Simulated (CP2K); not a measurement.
# CH6B2O (SMILES BB(C)O): GFN1-xTB

Aim: the vertical ionisation energy of CH6B2O at GFN1-xTB, from 2 runs. 

Program for the calculation: CP2K 2026.2.

6 further runs of the same task are left out: 1 that didn't finish, 5 set aside as unsound or not needed. Runs told in other sessions of the task aren't counted.

## Step 1: The system as given

The species is CH6B2O (10 atoms), meant as a singlet with charge 0. As SMILES, `BB(C)O`. The shape is that of a PBE0-D4/def2-TZVP optimisation. This is one conformer, not always the lowest.

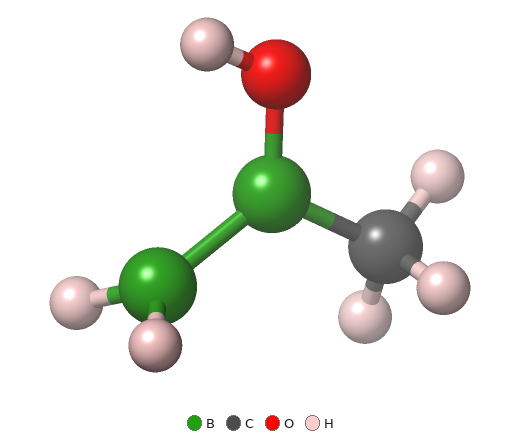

The structure, seen from a chosen angle (boron green, carbon dark grey, oxygen red, hydrogen pink).

## Step 2: A single-point energy at GFN1-xTB

molecule.inp reads:

```
&GLOBAL
    PROJECT molecule
    RUN_TYPE ENERGY
    PRINT_LEVEL MEDIUM
&END GLOBAL

&FORCE_EVAL
    METHOD QUICKSTEP
    &DFT
        CHARGE 0
        MULTIPLICITY 1
        &QS
            METHOD XTB
            EPS_DEFAULT 1.0E-10
            &XTB
                GFN_TYPE 1
                CHECK_ATOMIC_CHARGES F
            &END XTB
        &END QS
        &POISSON
            PERIODIC NONE
            POISSON_SOLVER ANALYTIC
        &END POISSON
        ! self-consistent field
        &SCF
            SCF_GUESS ATOMIC
            EPS_SCF 1.0E-07
            MAX_SCF 100
            ADDED_MOS 4
            &DIAGONALIZATION
                ALGORITHM STANDARD
            &END DIAGONALIZATION
            &MIXING
                METHOD BROYDEN_MIXING
                ALPHA 0.3
                NBUFFER 8
            &END MIXING
            &SMEAR ON
                METHOD FERMI_DIRAC
                ELECTRONIC_TEMPERATURE [K] 300
            &END SMEAR
        &END SCF
        ! extra output
        &PRINT
            &MOMENTS
                PERIODIC F
                REFERENCE COM
                MAX_MOMENT 1
            &END MOMENTS
            &MO ON
                ENERGIES T
                OCCUPATION_NUMBERS T
                NDIGITS 6
                &EACH
                    QS_SCF 0
                &END EACH
                ADD_LAST NUMERIC
            &END MO
            &HIRSHFELD OFF
            &END HIRSHFELD
        &END PRINT
    &END DFT
    ! structure
    &SUBSYS
        ! box in angstrom
        &CELL
            ABC [angstrom] 11.4 11.5 11.7
            PERIODIC NONE
        &END CELL
        &COORD
            UNIT bohr
            B     -2.1871690     1.5624256    -1.1755986
            B      0.5468867     0.0867384    -0.5121158
            C      0.7129937    -1.5773544     1.9505753
            O      2.7072216     0.2226097    -1.9235522
            H     -3.7991054     0.5897835    -2.4419041
            H     -2.7219615     3.5884009    -0.3065136
            H     -1.0327353    -2.5908145     2.3922043
            H      2.2684272    -2.9337998     1.8438058
            H      1.0822462    -0.3297572     3.5653463
            H      2.5800431     1.2846358    -3.3869561
        &END COORD
        &TOPOLOGY
            &CENTER_COORDINATES
            &END CENTER_COORDINATES
        &END TOPOLOGY
    &END SUBSYS
&END FORCE_EVAL
```

Started as:

```bash
OMP_NUM_THREADS=1 cp2k.psmp -i molecule.inp > molecule.out 2>&1
```

The program printed, shortened:

```text
CP2K| version string:                                       CP2K version 2026.2
[...]
 GLOBAL| Method name                                                        CP2K
[...]
 GLOBAL| Run type                                                         ENERGY
[...]
                             - Atoms:                                         10
[...]
                             - Spherical basis functions:                     28
[...]
 Number of electrons:                                                         22
[...]
     1 NoMix/Diag. 0.30E+00    0.0     0.54405558       -12.7943290393 -1.28E+01
[...]
    33 Broy./Diag. 0.30E+00    0.0     0.00000010       -12.8702962552  1.96E-07
  *** SCF run converged in    33 steps ***
[...]
  Fermi energy:                                                -0.32306636524151
[...]
 TB_DIPOLE| Moment [Debye]         -0.44915325       0.69495582      -0.64876779
 TB_DIPOLE| Derivative [a.u.]       0.00000000       0.00000000       0.00000000
[...]
 ENERGY| Total FORCE_EVAL ( QS ) energy [hartree]            -12.870296255171157
[...]
```

Run time: 1.9 s. Hardware: 1 thread of AMD EPYC, shared host; peak memory 0.19 GiB.

## Step 3: The doublet cation

gas.inp reads:

```
&GLOBAL
  PROJECT_NAME gas
  RUN_TYPE ENERGY
  PRINT_LEVEL MEDIUM
&END GLOBAL
&FORCE_EVAL
  METHOD QS
  &DFT
    CHARGE 1
    MULTIPLICITY 2
    UKS T
    &QS
      METHOD XTB
      EPS_DEFAULT 1.0E-10
      &XTB
        GFN_TYPE 1
        CHECK_ATOMIC_CHARGES F
      &END XTB
    &END QS
    &POISSON
      PERIODIC NONE
      POISSON_SOLVER ANALYTIC
    &END POISSON
    &SCF
      SCF_GUESS ATOMIC
      EPS_SCF 1.0E-07
      MAX_SCF 100
      ADDED_MOS 4
      &DIAGONALIZATION
        ALGORITHM STANDARD
      &END DIAGONALIZATION
      &MIXING
        METHOD BROYDEN_MIXING
        ALPHA 0.3
        NBUFFER 8
      &END MIXING
      &SMEAR ON
        METHOD FERMI_DIRAC
        ELECTRONIC_TEMPERATURE [K] 300
        FIXED_MAGNETIC_MOMENT 1.0
      &END SMEAR
    &END SCF
    &PRINT
      &MOMENTS
        PERIODIC F
        REFERENCE COM
        MAX_MOMENT 1
      &END MOMENTS
      &MO ON
        ENERGIES T
        OCCUPATION_NUMBERS T
        NDIGITS 6
        &EACH
          QS_SCF 0
        &END EACH
        ADD_LAST NUMERIC
      &END MO
      &HIRSHFELD OFF
      &END HIRSHFELD
    &END PRINT
  &END DFT
  &SUBSYS
    &CELL
      ABC 11.4 11.5 11.7
      PERIODIC NONE
    &END CELL
    &COORD
      UNIT bohr
      B     -2.1871690     1.5624256    -1.1755986
      B      0.5468867     0.0867384    -0.5121158
      C      0.7129937    -1.5773544     1.9505753
      O      2.7072216     0.2226097    -1.9235522
      H     -3.7991054     0.5897835    -2.4419041
      H     -2.7219615     3.5884009    -0.3065136
      H     -1.0327353    -2.5908145     2.3922043
      H      2.2684272    -2.9337998     1.8438058
      H      1.0822462    -0.3297572     3.5653463
      H      2.5800431     1.2846358    -3.3869561
    &END COORD
    &TOPOLOGY
      &CENTER_COORDINATES
      &END CENTER_COORDINATES
    &END TOPOLOGY
  &END SUBSYS
&END FORCE_EVAL
```

Started as:

```bash
OMP_NUM_THREADS=1 cp2k.psmp -i gas.inp -o gas.out
```

The program printed, shortened:

```text
CP2K| version string:                                       CP2K version 2026.2
[...]
 GLOBAL| Method name                                                        CP2K
[...]
 GLOBAL| Run type                                                         ENERGY
[...]
                             - Atoms:                                         10
[...]
                             - Spherical basis functions:                     28
[...]
 Number of electrons:                                                         11
[...]
     1 NoMix/Diag. 0.30E+00    0.0     0.63148825       -12.2068452188 -1.22E+01
[...]
    68 Broy./Diag. 0.30E+00    0.0     0.00000008       -12.3335092192  2.87E-07
  *** SCF run converged in    68 steps ***
[...]
  Fermi energy:                                                -0.62367042122359
[...]
 TB_DIPOLE| Moment [Debye]         -3.02040684       1.42517796      -0.28210175
 TB_DIPOLE| Derivative [a.u.]       0.00000000       0.00000000       0.00000000
[...]
 ENERGY| Total FORCE_EVAL ( QS ) energy [hartree]            -12.333509219155115
[...]
```

It took 2.1 s on 1 thread of AMD EPYC, shared host; peak memory 0.19 GiB.

## Step 4: What came out

Level: GFN1-xTB.

```
                                                 quantity         value
                             singlet CH6B2O: total energy  -12.87030 Eh
singlet CH6B2O: dipole moment (from atomic charges alone)        1.05 D
                              singlet CH6B2O: HOMO energy     -11.33 eV
                              singlet CH6B2O: LUMO energy      -7.90 eV
                            singlet CH6B2O: HOMO–LUMO gap       3.44 eV
                        singlet CH6B2O: dispersion energy  -6.23 kJ/mol
                             doublet cation: total energy  -12.33351 Eh
       doublet cation: HOMO energy (highest over α and β)     -17.88 eV
        doublet cation: LUMO energy (lowest over α and β)     -17.88 eV
                        doublet cation: dispersion energy  -6.23 kJ/mol
       vertical ionisation energy (to the doublet cation)     14.607 eV
```

In words: Removing an electron at fixed nuclei costs 14.61 eV (1409 kJ/mol). xTB total energies overstate such differences by several eV unless an empirical shift is taken off; none is applied here. The dipole (singlet CH6B2O) comes from point charges on the atoms alone, without atomic dipoles, so it is partial. HOMO and LUMO (doublet cation) coincide because both belong to a partly filled level; that is no closing of a gap.
